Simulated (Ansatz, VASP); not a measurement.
# Sn2C: VASP beside Ansatz

Wanted: the spread between two codes on one cell, functional and k mesh. The cell is generated by rule, not measured, and may not be a known phase. The cell is taken from a series of VASP runs on this material, whose earlier steps may have relaxed, scaled or displaced it; both programs get it as it stands. Valence electrons are named where the data sets of a main pair hold unlike numbers.

Main program and level: Ansatz 0.2.0; plane waves, with VASP 6.6.1 beside it; band structure at PBE, spin-orbit coupling.

The structure was built from a prototype and need not be the compound's stable phase.

### 1. Starting point

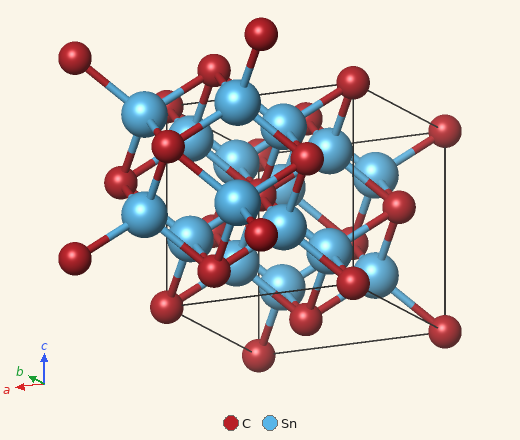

The starting structure, seen from a free direction (carbon red, tin blue). 1×2×1 cells are drawn. This picture shows the conventional cell, with its axes. Some periodic images of atoms are drawn too.

### 2. Ansatz: band structure, PBE, spin-orbit coupling

Ansatz runs on its fully relativistic PAW (standard-fr) files.

With cell and atoms fixed, the geometry can't cause a difference; cores, projectors, grids and the points listed under the comparison can.

Contents of input.yaml:

```yaml
crystal:
  lattice:
    - [0.0, 2.59276, 2.59276]
    - [2.59276, 0.0, 2.59276]
    - [2.59276, 2.59276, 0.0]
  atoms:
    - { symbol: C, position: [0.0, 0.0, 0.0] }
    - { symbol: Sn, position: [0.25, 0.25, 0.25] }
    - { symbol: Sn, position: [0.75, 0.75, 0.75] }
hamiltonian:
  xc: pbe
  pseudopotentials: { kind: paw_fr }
magnetization:
  noncollinear: true
  spin_orbit: true
kpoints:
  mp_grid: { grid: [10, 10, 10] }
  band_path:
    path:
      - [0.0, 0.0, 0.0]
      - [0.16667, 0.0, 0.16667]
      - [0.33333, 0.0, 0.33333]
      - [0.5, 0.0, 0.5]
      - [0.5, 0.08333, 0.58333]
      - [0.5, 0.18333, 0.68333]
      - [0.5, 0.25, 0.75]
      - [0.45, 0.3, 0.75]
      - [0.40833, 0.34167, 0.75]
      - [0.35, 0.35, 0.7]
      - [0.225, 0.225, 0.45]
      - [0.075, 0.075, 0.15]
      - [0.03333, 0.03333, 0.03333]
      - [0.23333, 0.23333, 0.23333]
      - [0.4, 0.4, 0.4]
      - [0.51667, 0.46667, 0.51667]
      - [0.55833, 0.38333, 0.55833]
      - [0.60833, 0.28333, 0.60833]
      - [0.60833, 0.25, 0.64167]
      - [0.55833, 0.25, 0.69167]
      - [0.51667, 0.25, 0.73333]
      - [0.5, 0.3, 0.7]
      - [0.5, 0.38333, 0.61667]
      - [0.5, 0.48333, 0.51667]
      - [0.475, 0.475, 0.55]
      - [0.425, 0.425, 0.65]
      - [0.38333, 0.38333, 0.73333]
      - [0.59167, 0.18333, 0.59167]
      - [0.55, 0.1, 0.55]
      - [0.5, 0.0, 0.5]
    npoints: 1
scf:
  occupations: { method: gaussian, width: 0.02 }
  n_extra_bands: 14
output:
  forces: true
  stress: true
  eigenvalues: true
```

On the command line:

```
> ansatz run input.yaml --threads 2 --pin off --max-ram 4608MiB --backend cpu --events-out ev --progress --plain --runs-dir out
```

Numbers of over 12 decimals in the logs are rounded to 6 here.

Output:

```text
scf.n_extra_bands = 14 over 32 filled bands (N_el = 32.0): the run solves 46 bands
Engine: ansatz 0.2.0, aarch64-unknown-linux-gnu
Pseudopotentials: kind: paw_fr
Pseudopotential: C, paw_fr, valence charge 4, recommended cutoff 420 eV (normal), C.paw.azcp#standard-fr
Pseudopotential: Sn, paw_fr, valence charge 14, recommended cutoff 420 eV (normal), Sn.paw.azcp#standard-fr
Functional definition: PBE
  parameter kappa = 0.804
  parameter beta = 0.066725
  exchange = pbe_x(kappa = kappa, mu = beta*pi^2/3)
  correlation = pbe_c(beta = beta)
non-collinear run that drives no moment, with spin-orbit: no starting moment large enough to seed its density (crystal.atoms[].spin), no starting occupations that ask for one, no magnetisation constraint and no magnetic field, so the semilocal B_xc is pinned to zero
Crystal: 3 atoms, lattice volume = 34.859 Å³
Basis set: ecut = 420 eV, 701 PW (Γ), exchange–correlation on 50×50×50 points (8 copies of the dense FFT grid, shifted against one another)
Bands: 46, of which v1, the nominal top of the filled ones, is band 32 counted from 1 (31 counted from 0)
Symmetry: 48 space group operations + 48 with time reversal
Magnetic group: BNS 225.117 (UNI 1619), of the structure as read, at distance tolerance 3.3e-5 Å
k-points: 47 of 1000
Projection manifold: j_resolved (fully-relativistic pseudo-atomic orbitals)
Non-local potential: C, projectors of the file, l = 0: 2, l = 1: 4, l = 2: 2
Non-local potential: Sn, projectors of the file, l = 0: 2, l = 1: 4, l = 2: 4, l = 3: 4
PAW form: soft (Blöchl's): semilocal exchange-correlation on the pseudo side does not see the compensation charge
PAW one-centre angular grid: C, 110 points (default); XC on 64 Gauss nodes
PAW one-centre angular grid: Sn, 590 points (default); XC on 64 Gauss nodes
Initial density: superposition of atomic densities (chi_scale 0.1, normalization cell, long waves kept (reshape's long-wave potential 0.00 eV rms))
Initial wavefunctions: pseudopotential atomic-orbital guess
Functional: x = pbe(κ = 0.804, μ = 0.219515), c = pbe(β = 0.066725)
SCF iter   1: F=—  HF=-12292.746373 eV  |F-HF|=—  |Δ(HF+E_count)|=         —  Δρ=8.49e-2  dr2=3.85e0  dr2_m=0.00e0 (ungated)  ethr=3.10e-3  |M|=0.00e0 ∫|m|=0.00e0 μB  |m|>n=0.0e0 m-floor=0.0e0 τ_xc=0.0e0  β_m=0.30  ⟨swp⟩=7.1  Hψ=5587  notcnv=0  defer=78
preconditioner: auto → none  [insulator: Δε(μ)=0.052 eV  Ē_g=22.886 eV  σ=0.020 eV  W_gap=0.55  n_scr=14 (ndim 8)  ℏωp=35.6 eV  f_vac=0.000  D(μ)=3.19/eV (n_scr^D=50)  ε∞_Penn≈3.4]
SCF iter   2: F=—  HF=-12291.755877 eV  |F-HF|=—  |Δ(HF+E_count)|=   9.90e-1  Δρ=1.75e-2  dr2=4.53e-2  dr2_m=0.00e0 (ungated)  ethr=3.10e-3  |M|=0.00e0 ∫|m|=0.00e0 μB  |m|>n=0.0e0 m-floor=0.0e0 τ_xc=0.0e0  β_m=0.31  ⟨swp⟩=2.7  Hψ=1737  notcnv=0  defer=366
SCF iter   3: F=—  HF=-12291.761142 eV  |F-HF|=—  |Δ(HF+E_count)|=   5.27e-3  Δρ=1.20e-2  dr2=1.83e-2  dr2_m=0.00e0 (ungated)  ethr=1.41e-4  |M|=0.00e0 ∫|m|=0.00e0 μB  |m|>n=0.0e0 m-floor=0.0e0 τ_xc=0.0e0  β_m=0.62  ⟨swp⟩=2.1  Hψ=1145  notcnv=0  defer=364
SCF iter   4: F=—  HF=-12291.770461 eV  |F-HF|=—  |Δ(HF+E_count)|=   9.32e-3  Δρ=8.05e-4  dr2=2.80e-4  dr2_m=0.00e0 (ungated)  ethr=5.72e-5  |M|=0.00e0 ∫|m|=0.00e0 μB  |m|>n=0.0e0 m-floor=0.0e0 τ_xc=0.0e0  β_m=0.71  ⟨swp⟩=2.1  Hψ=1292  notcnv=0  defer=364
SCF iter   5: F=—  HF=-12291.770423 eV  |F-HF|=—  |Δ(HF+E_count)|=   3.81e-5  Δρ=1.79e-4  dr2=9.30e-6  dr2_m=0.00e0 (ungated)  ethr=8.76e-7  |M|=0.00e0 ∫|m|=0.00e0 μB  |m|>n=0.0e0 m-floor=0.0e0 τ_xc=0.0e0  β_m=0.69  ⟨swp⟩=2.0  Hψ=1187  notcnv=0  defer=364
SCF iter   6: F=—  HF=-12291.770419 eV  |F-HF|=—  |Δ(HF+E_count)|=   3.30e-6  Δρ=4.84e-5  dr2=8.65e-7  dr2_m=0.00e0 (ungated)  ethr=2.91e-8  |M|=0.00e0 ∫|m|=0.00e0 μB  |m|>n=0.0e0 m-floor=0.0e0 τ_xc=0.0e0  β_m=0.68  ⟨swp⟩=2.0  Hψ=1793  notcnv=0  defer=364
SCF iter   7: F=-12291.770419 eV  HF=-12291.770419 eV  |F-HF|=2.81e-8  |Δ(HF+E_count)|=   3.06e-7  Δρ=9.92e-6  dr2=3.64e-8  dr2_m=0.00e0 (ungated)  ethr=3.13e-10  |M|=0.00e0 ∫|m|=0.00e0 μB  |m|>n=0.0e0 m-floor=0.0e0 τ_xc=0.0e0  ⟨swp⟩=12.6  Hψ=5635  notcnv=0
SCF 1 converged in 7 iterations: F = -12291.770419 eV  dr2 = 3.64e-8
  greatest PAW one-centre occupation: 0.992 electrons in one spin orbital (limit 2), on the Sn atom at site 1 (counted from 0), in its partial waves of l = 2
NSCF: frozen V_eff on 30 k-points
SCF converged after 7 iterations
Magnetization: |M| = 0.0000 μB,  M = (+0.0000, +0.0000, +0.0000) μB
Absolute magnetization: 0.0000 μB (∫|m|)
  site 0: m = (+0.0000, +0.0000, +0.0000) μB, |m| = 0.0000 μB  (R = 0.93 Å)
  site 1: m = (+0.0000, +0.0000, +0.0000) μB, |m| = 0.0000 μB  (R = 0.93 Å)
  site 2: m = (+0.0000, +0.0000, +0.0000) μB, |m| = 0.0000 μB  (R = 0.93 Å)
Free energy (F): -12291.770419 eV
Harris-Foulkes:  -12291.770419 eV  (|F-HF|=2.81e-8)
Internal energy: -12291.769708 eV  (E = F + TS)
E sigma→0 (E₀):  -12291.770064 eV
Entropy (-TS):   -0.000711 eV (-0.237 meV/atom)
Fermi energy:    22.123705 eV
--- Per-component energies (eV) ---
  E_band       = 161.443686
  E_kinetic    = 495.320964
  E_local      = -907.715789  (includes V_loc(G=0)·N_el)
  E_nonlocal   = -30.735295
  E_hartree    = 797.201412
  E_xc         = -827.679343
  E_vxc        = -270.551056  (∫ρ·V_xc dr)
  E_paw        = -8378.376237  (= ΣΔE_a)
  E_vpaw       = -719.277831  (= ΣTr[D̂ρ^β])
  E_aug_tail   = 0.000003  (compensation charges beyond the density's cutoff)
  E_ewald      = -3439.785422
  E_smearing   = -0.000711  (= −TS)
  E_closure    = 0.000000  (closes the sum)
  Σ components = -12291.770419   (vs F -12291.770419, Δ=0.00e0)
--- Forces (eV/Å), atoms counted from 1 ---
  atom   1  C     -0.00000000     0.00000000    -0.00000000
  atom   2  Sn    -0.00000000    -0.00000000     0.00000000
  atom   3  Sn    -0.00000000     0.00000000     0.00000000
  max |Σ_I F_I| component: 1.67e-16 eV/Å
--- Stress (GPa, compression-positive) ---
      149.003915       0.000000      -0.000000
        0.000000     149.003915      -0.000000
        0.000000      -0.000000     149.003915
  P = ⅓ Tr σ = 149.0039 GPa (1490.039 kbar)
--- Band table (eV; the first three rows and the last of 47) ---
  k-point 0: bands = [... 28 lower, 18.4063, 18.4063, 20.1441, 20.1441, 21.1301, 21.1301, 21.1301, 21.1301, ... 10 higher]
  k-point 1: bands = [... 28 lower, 18.5707, 18.5707, 20.7221, 20.7221, 21.2810, 21.2810, 21.5249, 21.5249, ... 10 higher]
  k-point 2: bands = [... 28 lower, 18.3724, 18.3724, 21.6543, 21.6543, 21.9247, 21.9247, 22.2315, 22.2315, ... 10 higher]
  k-point 46: bands = [... 28 lower, 21.1690, 21.1690, 21.5008, 21.5008, 23.5291, 23.5291, 23.8956, 23.8956, ... 10 higher]
```

The job ended after 12 s (2 threads of Arm Neoverse V1, shared host; peak memory 0.48 GiB).

### 3. VASP: band structure, PBE, spin-orbit coupling

The same cell, functional, mesh and smearing now go to VASP, with its own data sets.

Lines of VASP's logs that name or quote its potential files are left out, and so is its time.

Contents of INCAR:

```
SYSTEM = Sn2C
PREC = Accurate
ENCUT = 520
EDIFF = 1E-06
NELM = 100
ISMEAR = 0
SIGMA = 0.02
LREAL = .FALSE.
ALGO = Normal
GGA = PE
LNONCOLLINEAR = .TRUE.
MAGMOM = 0 0 0 0 0 0 0 0 0
NBANDS = 44
GGA_COMPAT = .FALSE.
LASPH = .TRUE.
LSORBIT = .TRUE.
LORBIT = 11
LWAVE = .FALSE.
LCHARG = .FALSE.
KPAR = 4
ISIF = 2
```

Contents of POSCAR:

```
Sn2C
1.0
    0.0000000000      2.5927600000      2.5927600000
    2.5927600000      0.0000000000      2.5927600000
    2.5927600000      2.5927600000      0.0000000000
C Sn
1 2
Direct
    0.0000000000      0.0000000000      0.0000000000
    0.2500000000      0.2500000000      0.2500000000
    0.7500000000      0.7500000000      0.7500000000
```

Contents of KPOINTS:

```
Automatic mesh
0
Gamma
10 10 10
0 0 0
```

Contents of KPOINTS_OPT:

```
Line mode
16
Line-mode
Reciprocal
  0.00000000   0.00000000   0.00000000 GAMMA
  0.50000000   0.00000000   0.50000000 X

  0.50000000   0.00000000   0.50000000 X
  0.50000000   0.25000000   0.75000000 W

  0.50000000   0.25000000   0.75000000 W
  0.37500000   0.37500000   0.75000000 K

  0.37500000   0.37500000   0.75000000 K
  0.00000000   0.00000000   0.00000000 GAMMA

  0.00000000   0.00000000   0.00000000 GAMMA
  0.50000000   0.50000000   0.50000000 L

  0.50000000   0.50000000   0.50000000 L
  0.62500000   0.25000000   0.62500000 U

  0.62500000   0.25000000   0.62500000 U
  0.50000000   0.25000000   0.75000000 W

  0.50000000   0.25000000   0.75000000 W
  0.50000000   0.50000000   0.50000000 L

  0.50000000   0.50000000   0.50000000 L
  0.37500000   0.37500000   0.75000000 K

  0.62500000   0.25000000   0.62500000 U
  0.50000000   0.00000000   0.50000000 X
```

PAW data sets: C and Sn_d (PBE family, release 64).

On the command line:

```
> mpirun -np 4 vasp_ncl
```

Output:

```text
[banner, memory and clock lines left out]
running    4 mpi-ranks, on    1 nodes
 distrk:  each k-point on    1 cores,    4 groups
 distr:  one band on    1 cores,    1 groups

 POSCAR found type information on POSCAR C Sn
 POSCAR found :  2 types and       3 ions
 LDA part: xc-table for (Slater+PW92), standard interpolation
 POSCAR, INCAR and KPOINTS ok, starting setup
 FFT: planning ... GRIDC
 FFT: planning ... GRID_SOFT
 FFT: planning ... GRID
 WAVECAR not read
 entering main loop
       N       E                     dE             d eps       ncg     rms          rms(c)
DAV:   1     0.361082614479E+03    0.36108E+03   -0.14496E+04  4528   0.273E+03
DAV:   2     0.516240428752E+02   -0.30946E+03   -0.29495E+03  4136   0.637E+02
DAV:   3    -0.348824392914E+01   -0.55112E+02   -0.52882E+02  4532   0.215E+02
DAV:   4    -0.692752610547E+01   -0.34393E+01   -0.33085E+01  4792   0.560E+01
DAV:   5    -0.702532671073E+01   -0.97801E-01   -0.97539E-01  5228   0.888E+00    0.953E+00
DAV:   6    -0.516462616953E+01    0.18607E+01   -0.34868E+00  5468   0.242E+01    0.497E+00
DAV:   7    -0.516707442221E+01   -0.24483E-02   -0.84079E-01  4608   0.575E+00    0.249E+00
DAV:   8    -0.512406839960E+01    0.43006E-01   -0.68776E-02  6412   0.205E+00    0.892E-01
DAV:   9    -0.511686147391E+01    0.72069E-02   -0.65893E-03  6292   0.969E-01    0.317E-01
DAV:  10    -0.511629337128E+01    0.56810E-03   -0.24941E-03  5712   0.425E-01    0.556E-02
DAV:  11    -0.511627933176E+01    0.14040E-04   -0.34230E-04  4860   0.131E-01    0.197E-02
DAV:  12    -0.511627102888E+01    0.83029E-05   -0.18068E-05  4924   0.442E-02    0.105E-02
DAV:  13    -0.511627230969E+01   -0.12808E-05   -0.90964E-06  4796   0.228E-02    0.825E-03
DAV:  14    -0.511627204687E+01    0.26282E-06   -0.76241E-07  3232   0.990E-03
   1 F= -.51162720E+01 E0= -.51158976E+01  d E =-.748934E-03  mag=    -0.0000    -0.0000    -0.0000
 Start KPOINTS_OPT (optional k-point list driver)
k-point batch [1-47\160]
       N       E                     dE             ncg
DAV:   1     0.174424442701E+05   -0.30028E+05     4544
DAV:   2     0.286983083928E+04   -0.14573E+05     4136
DAV:   3     0.369030667308E+03   -0.25008E+04     4660
DAV:   4     0.232825785914E+03   -0.13620E+03     4808
DAV:   5     0.228694648099E+03   -0.41311E+01     5744
DAV:   6     0.228548722596E+03   -0.14593E+00     6016
DAV:   7     0.228543822370E+03   -0.49002E-02     5920
DAV:   8     0.228543737831E+03   -0.84539E-04     5460
DAV:   9     0.228543736999E+03   -0.83224E-06     3500
[...]
k-point batch [142-160\160]
       N       E                     dE             ncg
DAV:   1     0.381003369300E+05   -0.16189E+05     1812
DAV:   2     0.321074440666E+05   -0.59929E+04     1672
DAV:   3     0.310714588568E+05   -0.10360E+04     1912
DAV:   4     0.310197196871E+05   -0.51739E+02     1924
DAV:   5     0.310181735635E+05   -0.15461E+01     2320
DAV:   6     0.310181111134E+05   -0.62450E-01     2484
DAV:   7     0.310181093612E+05   -0.17522E-02     2412
DAV:   8     0.310181093426E+05   -0.18551E-04     2260
DAV:   9     0.310181093424E+05   -0.27051E-06     1424
```

From OUTCAR (step 3):

```text
ion  position               nearest neighbor table
   1  0.000  0.000  0.000-   3 2.25   3 2.25   3 2.25   2 2.25   3 2.25   2 2.25   2 2.25   2 2.25

  LATTYP: Found a face centered cubic cell.
 ALAT       =     5.1855200000

 Subroutine GETGRP returns: Found 48 space group operations
 (whereof 48 operations were pure point group operations)

The static configuration has the point symmetry O_h .

 Found     47 irreducible k-points:

   k-points           NKPTS =     47   k-points in BZ     NKDIM =     47   number of bands    NBANDS=     44

   dimension x,y,z NGX =    28 NGY =   28 NGZ =   28
   dimension x,y,z NGXF=    56 NGYF=   56 NGZF=   56

   ENCUT  =  520.0 eV  38.22 Ry    6.18 a.u.   6.82  6.82  6.82*2*pi/ulx,y,z

   NELECT =      32.0000    total number of electrons

 k-points in reciprocal lattice and weights: Automatic mesh
   0.00000000  0.00000000  0.00000000       0.001
   0.10000000  0.00000000  0.00000000       0.008
   0.20000000  0.00000000  0.00000000       0.008
   0.30000000  0.00000000  0.00000000       0.008
   0.40000000  0.00000000  0.00000000       0.008
   0.50000000  0.00000000  0.00000000       0.004
   0.10000000  0.10000000  0.00000000       0.006
   0.20000000  0.10000000  0.00000000       0.024
   0.30000000  0.10000000  0.00000000       0.024
[...]
-0.30000000  0.40000000  0.20000000       0.024
  -0.30000000  0.50000000  0.20000000       0.012

 average (electrostatic) potential at core
       1 -39.0083       2 -90.8213       3 -90.8213

 E-fermi :  17.2964

 k-point     1 :       0.0000    0.0000    0.0000
  band No.  band energies     occupation
    ...
     32      15.3388      1.00000
     33      16.2926      1.00000
     34      16.2926      1.00000
     35      16.2926      1.00000
     36      16.2926      1.00000
     37      21.3637      0.00000
     38      21.3637      0.00000
     39      23.0073      0.00000
     40      23.0073      0.00000
     41      23.4435      0.00000
    ...

 k-point     2 :       0.1000    0.0000    0.0000
  band No.  band energies     occupation
    ...
     32      15.9082      1.00000
     33      16.4479      1.00000
     34      16.4479      1.00000
     35      16.6879      1.00000
     36      16.6879      1.00000
     37      22.0494      0.00000
     38      22.0494      0.00000
     39      22.6605      0.00000
     40      22.6605      0.00000
     41      22.9159      0.00000
    ...

 k-point     3 :       0.2000    0.0000    0.0000
  band No.  band energies     occupation
    ...
     30      13.5454      1.00000
     31      16.8373      1.00000
     32      16.8373      1.00000
     33      17.0945      1.00000
     34      17.0945      1.00000
     35      17.3965      0.00000
     36      17.3965      0.00000
     37      21.6517      0.00000
     38      21.6517      0.00000
     39      22.1386      0.00000
    ...

  Total       32.4944895     32.4944895     32.4944895      0.0000000      0.0000000     -0.0000000
  in kB     1493.4935518   1493.4935518   1493.4935518      0.0000000      0.0000000     -0.0000000
  external PRESSURE =    1493.4935518 kB  Pullay stress =       0.0000000 kB

  energy-cutoff  :      520.00
  volume of cell :       34.86
      direct lattice vectors                 reciprocal lattice vectors
     0.000000000  2.592760000  2.592760000    -0.192844691  0.192844691  0.192844691
     2.592760000  0.000000000  2.592760000     0.192844691 -0.192844691  0.192844691
     2.592760000  2.592760000  0.000000000     0.192844691  0.192844691 -0.192844691

 POSITION                                       TOTAL-FORCE (eV/Angst)
 -----------------------------------------------------------------------------------
      0.00000      0.00000      0.00000        -0.000000      0.000000      0.000000
      1.29638      1.29638      1.29638        -0.000000     -0.000000     -0.000000
      3.88914      3.88914      3.88914         0.000000      0.000000      0.000000
 -----------------------------------------------------------------------------------
    total drift:                                0.000000      0.000000      0.000000

  FREE ENERGIE OF THE ION-ELECTRON SYSTEM (eV)
  ---------------------------------------------------
  free  energy   TOTEN  =        -5.1162720469 eV

  energy  without entropy=       -5.1155231131  energy(sigma->0) =       -5.11589758

 Spin-Orbit-Coupling matrix elements
 Ion:    1  E_soc:     -0.0001338
 Ion:    2  E_soc:     -0.1206561
 Ion:    3  E_soc:     -0.1206561

 total charge
# of ion       s       p       d       tot
------------------------------------------
    1        1.039   1.428   0.000   2.467
    2        1.285   1.521  10.337  13.143
    3        1.285   1.521  10.337  13.143
--------------------------------------------------
tot          3.609   4.469  20.675  28.753

 magnetization (x)
# of ion       s       p       d       tot
------------------------------------------
    1       -0.000   0.000   0.000   0.000
    2       -0.000   0.000   0.000  -0.000
    3        0.000   0.000   0.000   0.000
--------------------------------------------------
tot          0.000   0.000   0.000   0.000

 magnetization (y)
# of ion       s       p       d       tot
------------------------------------------
    1       -0.000   0.000   0.000   0.000
    2        0.000   0.000   0.000   0.000
    3        0.000   0.000   0.000   0.000
--------------------------------------------------
tot         -0.000   0.000   0.000   0.000

 magnetization (z)
# of ion       s       p       d       tot
------------------------------------------
    1        0.000  -0.000   0.000  -0.000
    2       -0.000  -0.000   0.000  -0.000
    3       -0.000  -0.000   0.000  -0.000
--------------------------------------------------
tot         -0.000  -0.000   0.000  -0.000

[... 3 further parts left out ...]
```

The run ends at a pressure of 149.35 GPa.

### 4. Side by side

Known differences besides the potentials themselves: spin-orbit coupling enters by fully relativistic files in Ansatz and inside the spheres in VASP; the cutoff is 420 eV in Ansatz and 520 eV in VASP. Total energies have different zeros and are not compared.

The two programs side by side:

```csv
quantity,Ansatz,VASP,difference
pressure (GPa),149.00,149.35,-0.35
pressure without Ansatz's Pulay correction (GPa),148.50,149.35,-0.85
```

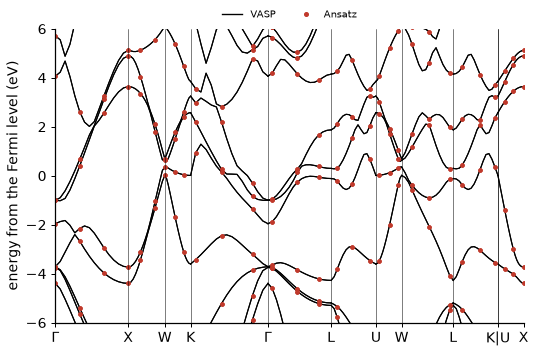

Bands from VASP (lines) and levels from Ansatz (dots). Dots without a line are higher empty bands that the VASP plot leaves out.

Levels from 3 eV below to 2 eV above the Fermi level differ by 6 meV r.m.s. and 22 meV at most; each VASP level is matched to the nearest of Ansatz, which flatters the figure a little. Ansatz's pressure holds a Pulay correction of 0.50 GPa; VASP's holds none.

### 5. What came out

```yaml
r_m_s_difference_of_levels_near_the_fermi_level_band_structure_pbe_spin_orbit_coupling: 6.1 meV
```

What this shows: The r.m.s. difference of levels near the Fermi level is 6.1 meV (band structure, PBE, spin-orbit coupling), within the 80 meV picked in this series as the mark of a large difference. 1 further run of this series is not shown here. Such differences can come from data sets, numerical settings and the points named under the comparisons, not from the functional's error against experiment.

[Lines on the potential files, build, host, timing and source positions are cut from VASP's logs without a mark.]

[Logs are printed without paths, hosts, clocks, repeated set-up lines and the standing remarks that a program may print on its own settings, such as how far it seeks lower states.]

[Hosts, paths, dates, database ids (printed as entryN), source tags and the programs' standing remarks are cut or masked in the printed files.]
